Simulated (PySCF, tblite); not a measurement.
# C4H2OS: excited states, first hyperpolarisability

What do calculations give for the excited states, first hyperpolarisability of C4H2OS (`O=c1cc1C=S`)?

Programs: tblite 0.8.0 and PySCF 2.14.0, with routines of our own; each step states its level. All values are computed. Atoms count from 0.

## 1. The system as given

8 atoms, charge 0, multiplicity 1; geometry from: force field or distance geometry start.

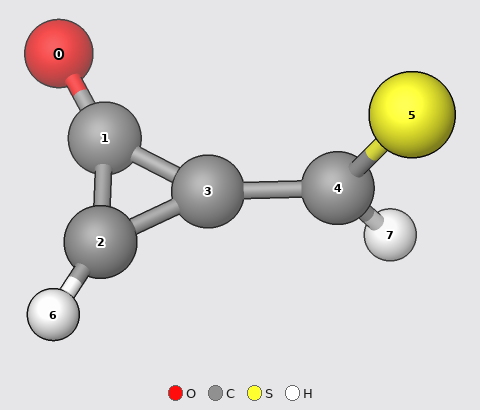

The starting geometry (oxygen red, carbon grey, sulfur yellow, hydrogen white).

## 2. Geometry optimisation with GFN2-xTB

What the job is given:

```
{"job": {"kind": "relax", "xc": "GFN2-xTB", "basis": "xTB"}, "charge": 0, "multiplicity": 1}
O     -1.517300     1.947000    -0.188500
C     -1.103000     0.776200    -0.091100
C     -1.269100    -0.587300     0.081600
C     -0.010800    -0.055900    -0.058100
C      1.442000    -0.186100    -0.109400
S      2.406200    -0.019900     1.187200
H     -1.881100    -1.476900     0.206800
H      1.942100    -0.387600    -1.053100
```

Run with:

```console
OMP_NUM_THREADS=1 python excited_run.py task.json out
```

This one command runs all jobs of the session in turn.

The log of the run:

```text
step      E/eV     max force
  0    -455.72179    7.997
  1    -455.21030   16.991
  2    -456.06272    1.616
  3    -456.09033    1.265
  4    -456.11431    0.437
  5    -456.12667    0.332
  6    -456.13080    0.217
  7    -456.13408    0.162
  8    -456.13578    0.154
  9    -456.13695    0.100
 10    -456.13757    0.086
 11    -456.13808    0.068
 12    -456.13858    0.079
 13    -456.13903    0.076
 14    -456.13936    0.051
 15    -456.13967    0.059
 16    -456.14004    0.071
 17    -456.14048    0.088
 18    -456.14092    0.080
 19    -456.14138    0.085
 20    -456.14203    0.115
 21    -456.14305    0.140
 22    -456.14450    0.155
 23    -456.14605    0.127
 24    -456.14712    0.095
 25    -456.14768    0.068
 26    -456.14812    0.083
 27    -456.14857    0.067
 28    -456.14890    0.047
 29    -456.14912    0.048
 30    -456.14935    0.064
 31    -456.14979    0.098
 32    -456.15063    0.127
 33    -456.15181    0.141
 34    -456.15303    0.102
 35    -456.15389    0.108
 36    -456.15459    0.084
 37    -456.15505    0.074
 38    -456.15556    0.065
 39    -456.15575    0.047
 40    -456.15588    0.037
 41    -456.15607    0.036
 42    -456.15622    0.028
 43    -456.15629    0.024
 44    -456.15634    0.024
 45    -456.15640    0.021
 46    -456.15648    0.029
 47    -456.15656    0.028
 48    -456.15663    0.031
 49    -456.15668    0.026
 50    -456.15674    0.025
 51    -456.15682    0.025
 52    -456.15688    0.016
 53    -456.15689    0.007
```

Wall time 0.33 s (1 thread of Arm Neoverse N1, shared host).

Relaxation path: (not every step is listed) (the energy doesn't fall at every step)

| step | energy from step 0 (eV) | largest force (eV/Å) |
| --- | --- | --- |
| 0 | 0.0000 | 7.9972 |
| 1 | 0.5115 | 16.9909 |
| 2 | -0.3409 | 1.6164 |
| 3 | -0.3685 | 1.2645 |
| 4 | -0.3925 | 0.4372 |
| 5 | -0.4049 | 0.3316 |
| 6 | -0.4090 | 0.2167 |
| 7 | -0.4123 | 0.1624 |
| 8 | -0.4140 | 0.1540 |
| 12 | -0.4168 | 0.0785 |
| 16 | -0.4183 | 0.0710 |
| 20 | -0.4202 | 0.1155 |
| 24 | -0.4253 | 0.0952 |
| 28 | -0.4271 | 0.0466 |
| 32 | -0.4288 | 0.1271 |
| 36 | -0.4328 | 0.0836 |
| 40 | -0.4341 | 0.0367 |
| 44 | -0.4346 | 0.0238 |
| 48 | -0.4348 | 0.0306 |
| 49 | -0.4349 | 0.0256 |
| 50 | -0.4350 | 0.0255 |
| 51 | -0.4350 | 0.0247 |
| 52 | -0.4351 | 0.0158 |
| 53 | -0.4351 | 0.0070 |

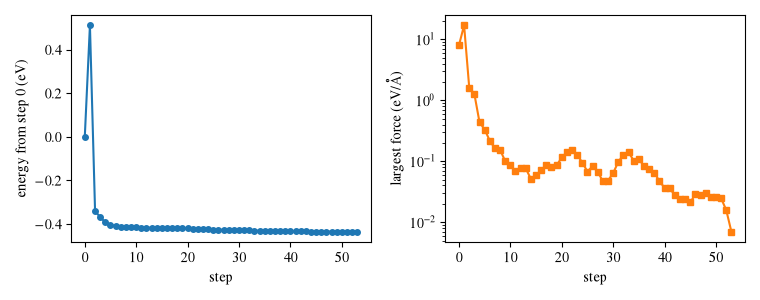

Energy and force, step by step.

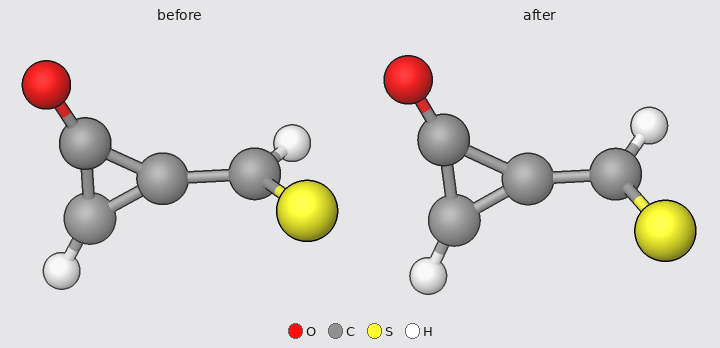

The geometry before (left) and after (right).

Close pairs (by a distance rule), those that changed most:

| bond | before (Å) | after (Å) | change (Å) |
| --- | --- | --- | --- |
| C1–C3 | 1.373 | 1.496 | +0.122 |
| C3–C4 | 1.460 | 1.392 | -0.067 |
| O0–C1 | 1.246 | 1.183 | -0.063 |
| C2–H6 | 1.087 | 1.066 | -0.021 |
| C2–C3 | 1.373 | 1.357 | -0.016 |
| C4–S5 | 1.624 | 1.637 | +0.012 |
| C1–C2 | 1.384 | 1.395 | +0.011 |
| C4–H7 | 1.087 | 1.087 | -0.000 |

The final coordinates are the input of the step that follows.

## 3. Harmonic vibrations with GFN2-xTB

What the job is given:

```
{"job": {"kind": "ir", "xc": "GFN2-xTB", "basis": "xTB"}, "charge": 0, "multiplicity": 1}
O     -1.536215     1.899378    -0.382089
C     -1.154433     0.801358    -0.162956
C     -1.210286    -0.549068     0.183435
C      0.037978    -0.099699    -0.102393
C      1.425853    -0.208154    -0.135153
S      2.292136    -0.361190     1.244830
H     -1.775487    -1.422426     0.414917
H      1.929511    -0.050787    -1.085157
```

The log of the run:

```text
mode    cm-1     km/mol
  1      58.5     10.89
  2     126.2      6.57
  3     214.8     10.46
  4     420.5      0.61
  5     501.7     43.37
  6     540.8     48.97
  7     657.3    102.04
  8     717.7     27.61
  9     744.3     30.33
 10     890.9      4.87
 11     947.0     58.38
 12    1050.8     21.71
 13    1067.7     90.92
 14    1212.1     73.56
 15    1690.1     46.28
 16    2084.9   1202.03
 17    2961.6      2.84
 18    3187.3      7.80
```

Run time: 0.23 s. Hardware: 1 thread of Arm Neoverse N1, shared host.

Which atoms move in the most intense modes:

| cm⁻¹ | km/mol | atoms |
| --- | --- | --- |
| 502 | 43.4 | C1 50 %, O0 19 %, C3 12 % |
| 541 | 49.0 | C1 55 %, C3 28 % |
| 657 | 102.0 | C1 24 %, C4 21 %, C3 20 %, H7 13 % |
| 947 | 58.4 | C4 37 %, C2 23 %, S5 14 %, C3 13 % |
| 1068 | 90.9 | H7 39 %, C4 36 %, S5 11 %, C2 10 % |
| 1212 | 73.6 | H7 55 %, C4 38 % |
| 1690 | 46.3 | C3 59 %, C2 25 % |
| 2085 | 1202.0 | C1 67 %, O0 22 % |

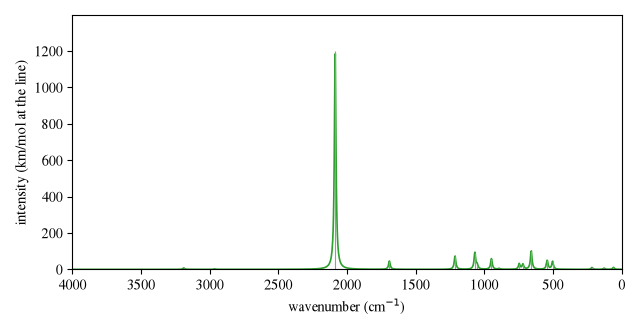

The infrared spectrum from these modes, unscaled. Lines are broadened to a width of 14 cm⁻¹ (Lorentzian).

## 4. Excited states: TDA CAM-B3LYP/def2-SVP

The job, as its differences from that of step 3:

```diff
@@ -1,2 +1,2 @@
-{"job": {"kind": "ir", "xc": "GFN2-xTB", "basis": "xTB"}, "charge": 0, "multiplicity": 1}
+{"job": {"kind": "states", "xc": "CAM-B3LYP", "basis": "def2-SVP", "tda": true, "soc": true, "nstates": 6, "ntriplets": 5, "nquad": 4}, "charge": 0, "multiplicity": 1}
 O     -1.536215     1.899378    -0.382089
```

Level: TDA CAM-B3LYP/def2-SVP excited states, vertical, gas phase, spin-orbit mean-field couplings.

The log of the run:

```text
coarse grid: 8296 points
cycle   1  E = -626.2438392544  dE =  1.420e+00  |g| = 8.769e-01  |ddm| = 3.483e+00
cycle   2  E = -625.7883167233  dE =  4.555e-01  |g| = 1.756e+00  |ddm| = 2.891e+00
cycle   3  E = -626.4272060438  dE = -6.389e-01  |g| = 8.814e-02  |ddm| = 1.876e+00
cycle   4  E = -626.4284867861  dE = -1.281e-03  |g| = 6.888e-02  |ddm| = 2.420e-01
cycle   5  E = -626.4298100152  dE = -1.323e-03  |g| = 1.465e-02  |ddm| = 9.675e-02
cycle   6  E = -626.4298831031  dE = -7.309e-05  |g| = 7.469e-03  |ddm| = 3.165e-02
cycle   7  E = -626.4299044571  dE = -2.135e-05  |g| = 3.035e-03  |ddm| = 1.223e-02
cycle   8  E = -626.4299100775  dE = -5.620e-06  |g| = 8.741e-04  |ddm| = 9.167e-03
final grid: 78536 points
cycle   9  E = -626.5166223904  dE = -1.545e-05  |g| = 2.729e-03  |ddm| = 1.647e-02
cycle  10  E = -626.5166206247  dE =  1.766e-06  |g| = 4.103e-03  |ddm| = 6.455e-03
cycle  11  E = -626.5166244879  dE = -3.863e-06  |g| = 4.756e-04  |ddm| = 4.334e-03
cycle  12  E = -626.5166245496  dE = -6.171e-08  |g| = 1.898e-04  |ddm| = 7.148e-04
cycle  13  E = -626.5166245708  dE = -2.116e-08  |g| = 7.452e-05  |ddm| = 4.752e-04
cycle  14  E = -626.5166245767  dE = -5.885e-09  |g| = 2.862e-05  |ddm| = 2.573e-04
cycle  15  E = -626.5166245786  dE = -1.974e-09  |g| = 1.438e-05  |ddm| = 2.046e-04
cycle  16  E = -626.5166245789  dE = -2.410e-10  |g| = 6.291e-06  |ddm| = 5.800e-05
converged SCF energy = -626.5166245789

Singlet excitations
state   eV       nm        f     d(h-e)  d(exc)  Lambda  PR(NTO)  |dmu|/D   mu/D   main configurations
  1   2.2043   562.5   0.00025   0.922   2.479   0.578   1.005    1.831    3.280   H->L 0.83, H-1->L 0.15
  2   3.8010   326.2   0.07961   1.168   3.034   0.583   1.180    2.186    2.260   H-1->L 0.54, H->L+1 0.20, H->L 0.12
  3   4.8858   253.8   0.03119   1.197   3.216   0.545   1.738    2.549    2.895   H-2->L 0.33, H->L+1 0.32, H-1->L+1 0.22
  4   5.1011   243.1   0.00125   1.688   3.175   0.497   1.139    3.562    4.043   H-1->L+1 0.68, H->L+1 0.24
  5   5.4357   228.1   0.22311   1.552   3.342   0.624   1.432                     H-2->L 0.45, H->L+1 0.17, H-3->L 0.15
  6   5.8763   211.0   0.01226   0.342   2.376   0.417   1.037                     H-1->L+2 0.56, H->L+2 0.33

Triplet excitations (Tamm-Dancoff)
state   eV     d(h-e)  d(exc)  Lambda  PR(NTO)   main configurations
  1   1.6544   0.898   2.455   0.577   1.004   H->L 0.83, H-1->L 0.14
  2   2.4268   0.547   2.807   0.650   1.041   H-1->L 0.69, H-3->L 0.12, H->L 0.11
  3   3.7520   0.759   2.644   0.602   1.714   H-2->L 0.24, H->L+1 0.23, H-3->L 0.21
  4   4.3247   0.923   2.804   0.601   1.671   H-2->L 0.44, H-1->L+1 0.27, H-2->L+1 0.12
  5   4.4775   0.633   3.074   0.613   1.916   H->L+1 0.46, H-3->L 0.30, H-2->L+1 0.09
S1 - T1 = 0.5499 eV

Spin-orbit couplings |<S|Hso|T>| (cm-1)
             T1       T2       T3       T4       T5
S0      170.380   21.834   33.800   33.559   36.925
S1        1.266  116.893   55.082   41.954   46.305
S2       58.216   15.343   20.103   44.605   27.469
S3       42.107   43.979   12.274   17.792   24.573
S4       48.637   18.608   46.838   34.524   39.482
S5       47.509   23.648   24.411   31.632    8.734
S6        6.992   12.205    2.932    6.123    8.975
T1 sublevels (cm-1): 0.000 0.050 4.343   radiative rates (1/s): 5.82 3.87 3.36e+03
```

Run time: 14 s. Hardware: 1 thread of Arm Neoverse N1, shared host.

From this job:

| quantity | value |
| --- | --- |
| S1 less T1 | 0.55 eV |

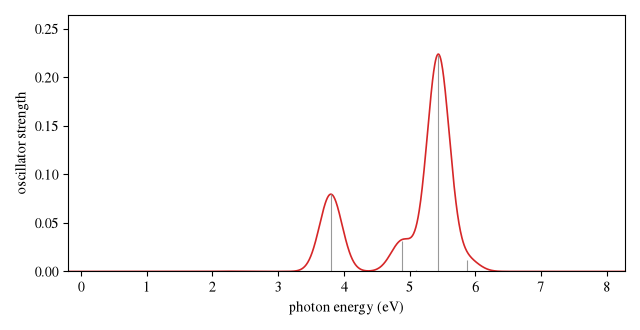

Absorption lines of the singlets. Lines are broadened to a width of 0.40 eV (Gaussian).

## 5. Excited states: TDDFT LC-wPBE/def2-SVPD

The job, as its differences from that of step 4:

```diff
@@ -1,2 +1,2 @@
-{"job": {"kind": "states", "xc": "CAM-B3LYP", "basis": "def2-SVP", "tda": true, "soc": true, "nstates": 6, "ntriplets": 5, "nquad": 4}, "charge": 0, "multiplicity": 1}
+{"job": {"kind": "states", "xc": "LC-wPBE", "basis": "def2-SVPD", "tpa": true, "nstates": 6, "nquad": 5, "ntriplets": 0}, "charge": 0, "multiplicity": 1}
 O     -1.536215     1.899378    -0.382089
```

Level: TDDFT LC-wPBE/def2-SVPD excited states, vertical, gas phase, two-photon moments by quadratic response.

The log of the run:

```text
coarse grid: 8296 points
cycle   1  E = -626.0430127714  dE =  1.565e+00  |g| = 9.211e-01  |ddm| = 4.616e+00
cycle   2  E = -625.8324663622  dE =  2.105e-01  |g| = 1.463e+00  |ddm| = 2.819e+00
cycle   3  E = -626.2595364446  dE = -4.271e-01  |g| = 9.316e-02  |ddm| = 1.551e+00
cycle   4  E = -626.2618504200  dE = -2.314e-03  |g| = 5.633e-02  |ddm| = 2.684e-01
cycle   5  E = -626.2629136365  dE = -1.063e-03  |g| = 1.626e-02  |ddm| = 1.080e-01
cycle   6  E = -626.2630902463  dE = -1.766e-04  |g| = 8.749e-03  |ddm| = 6.178e-02
cycle   7  E = -626.2631456738  dE = -5.543e-05  |g| = 3.989e-03  |ddm| = 3.076e-02
cycle   8  E = -626.2631650358  dE = -1.936e-05  |g| = 1.134e-03  |ddm| = 2.362e-02
cycle   9  E = -626.2631668184  dE = -1.783e-06  |g| = 5.714e-04  |ddm| = 7.054e-03
final grid: 78536 points
cycle  10  E = -626.3575373787  dE = -1.653e-05  |g| = 4.768e-03  |ddm| = 4.756e-02
cycle  11  E = -626.3575358930  dE =  1.486e-06  |g| = 5.749e-03  |ddm| = 1.413e-02
cycle  12  E = -626.3575434424  dE = -7.549e-06  |g| = 6.519e-04  |ddm| = 7.120e-03
cycle  13  E = -626.3575435470  dE = -1.046e-07  |g| = 2.279e-04  |ddm| = 1.188e-03
cycle  14  E = -626.3575435961  dE = -4.912e-08  |g| = 1.321e-04  |ddm| = 9.254e-04
cycle  15  E = -626.3575436117  dE = -1.562e-08  |g| = 6.461e-05  |ddm| = 4.707e-04
cycle  16  E = -626.3575435932  dE =  1.850e-08  |g| = 3.026e-05  |ddm| = 4.588e-04
cycle  17  E = -626.3575435949  dE = -1.695e-09  |g| = 1.494e-05  |ddm| = 2.163e-04
cycle  18  E = -626.3575435954  dE = -5.068e-10  |g| = 6.985e-06  |ddm| = 1.247e-04
converged SCF energy = -626.3575435954

Singlet excitations
state   eV       nm        f     d(h-e)  d(exc)  Lambda  PR(NTO)  |dmu|/D   mu/D   delta(TPA)   sigma/GM   main configurations
  1   2.1971   564.3   0.00020   0.822   2.440   0.587   1.009    2.010    3.764        4.59      0.008   H->L 0.52, H-1->L 0.44
  2   3.8705   320.3   0.09259   1.110   2.968   0.564   1.153    2.931    3.087      373.60      2.050   H-1->L 0.37, H->L 0.34, H->L+1 0.18
  3   5.0625   244.9   0.10109   1.071   2.951   0.515   1.266    2.746    3.007      470.26      4.415   H->L+1 0.48, H-1->L+1 0.23, H->L 0.08
  4   5.4450   227.7   0.14515   1.210   3.059   0.573   1.192    3.791    4.689       48.18      0.523   H-2->L 0.85
  5   5.7250   216.6   0.00983   0.651   2.622   0.434   1.951    1.676    3.030        1.78      0.021   H->L+6 0.24, H-1->L+1 0.16, H-1->L+6 0.13
  6   5.8350   212.5   0.07258   1.351   2.984   0.455   1.807                                            H-1->L+1 0.45, H->L+1 0.17, H->L+6 0.11
```

Wall time 35 s (1 thread of Arm Neoverse N1, shared host); peak memory 0.53 GiB.

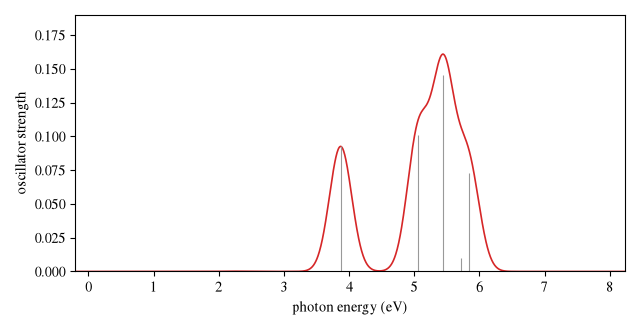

Absorption lines of the singlets. Lines are broadened to a width of 0.40 eV (Gaussian).

## 6. First hyperpolarisability: quadratic response BHandHLYP/def2-SVPD

The job, as its differences from that of step 5:

```diff
@@ -1,2 +1,2 @@
-{"job": {"kind": "states", "xc": "LC-wPBE", "basis": "def2-SVPD", "tpa": true, "nstates": 6, "nquad": 5, "ntriplets": 0}, "charge": 0, "multiplicity": 1}
+{"job": {"kind": "beta", "xc": "BHandHLYP", "basis": "def2-SVPD", "wavelengths": [1064]}, "charge": 0, "multiplicity": 1}
 O     -1.536215     1.899378    -0.382089
```

Method: quadratic response BHandHLYP/def2-SVPD first hyperpolarisability, Taylor convention, gas phase.

The log of the run:

```text
coarse grid: 8296 points
cycle   1  E = -626.2889583358  dE =  1.463e+00  |g| = 7.906e-01  |ddm| = 4.534e+00
cycle   2  E = -626.0035442233  dE =  2.854e-01  |g| = 1.433e+00  |ddm| = 2.807e+00
cycle   3  E = -626.4431566384  dE = -4.396e-01  |g| = 6.825e-02  |ddm| = 1.726e+00
cycle   4  E = -626.4439000941  dE = -7.435e-04  |g| = 5.773e-02  |ddm| = 2.232e-01
cycle   5  E = -626.4448948377  dE = -9.947e-04  |g| = 7.885e-03  |ddm| = 1.178e-01
cycle   6  E = -626.4449313930  dE = -3.656e-05  |g| = 2.679e-03  |ddm| = 2.869e-02
cycle   7  E = -626.4449372869  dE = -5.894e-06  |g| = 1.486e-03  |ddm| = 1.100e-02
final grid: 78536 points
cycle   8  E = -626.5002069518  dE = -9.508e-06  |g| = 2.900e-03  |ddm| = 4.567e-02
cycle   9  E = -626.5002049612  dE =  1.991e-06  |g| = 4.245e-03  |ddm| = 1.082e-02
cycle  10  E = -626.5002095457  dE = -4.584e-06  |g| = 4.663e-04  |ddm| = 6.041e-03
cycle  11  E = -626.5002096148  dE = -6.912e-08  |g| = 2.075e-04  |ddm| = 1.053e-03
cycle  12  E = -626.5002096412  dE = -2.645e-08  |g| = 7.864e-05  |ddm| = 7.481e-04
cycle  13  E = -626.5002096465  dE = -5.247e-09  |g| = 3.073e-05  |ddm| = 3.084e-04
cycle  14  E = -626.5002096476  dE = -1.156e-09  |g| = 1.627e-05  |ddm| = 1.984e-04
cycle  15  E = -626.5002096478  dE = -1.910e-10  |g| = 6.381e-06  |ddm| = 6.702e-05
converged SCF energy = -626.5002096478

Lowest singlets (eV, f): 2.3014 0.0002  3.9055 0.1001  5.0118 0.0165

First hyperpolarisability (au)
process     nm      |vector|   parallel      HRS      DR
static         -      954.09    -161.28     382.81   5.599
eope      1064.0     1074.17    -177.22          -       -
```

Run time: 18 s. Hardware: 1 thread of Arm Neoverse N1, shared host; peak memory 0.56 GiB.

Warnings kept with the result: second harmonic within 0.3 eV of the first excitation or beyond it: left out.

## 7. Summary of results

```
                                                 quantity                   value
                strongest single infrared mode (GFN2-xTB)  2085 cm⁻¹, 1202 km/mol
                             zero-point energy (GFN2-xTB)           27.3 kcal/mol
              S1 less T1 (step 4, TDA CAM-B3LYP/def2-SVP)                 0.55 eV
β vector (step 6, quadratic response BHandHLYP/def2-SVPD)           static 954 au
```

What this shows: All 18 modes are real, so the xTB geometry is a minimum. The strongest single mode, at 2085 cm⁻¹, moves mainly C1. Unscaled tight-binding wavenumbers are off by several per cent, some by more. Its intensities can rank the bands wrongly. In step 4, the number of triplets below S1 is 1, and the largest singlet-triplet spin-orbit coupling is S0–T1, 170.38 cm⁻¹.
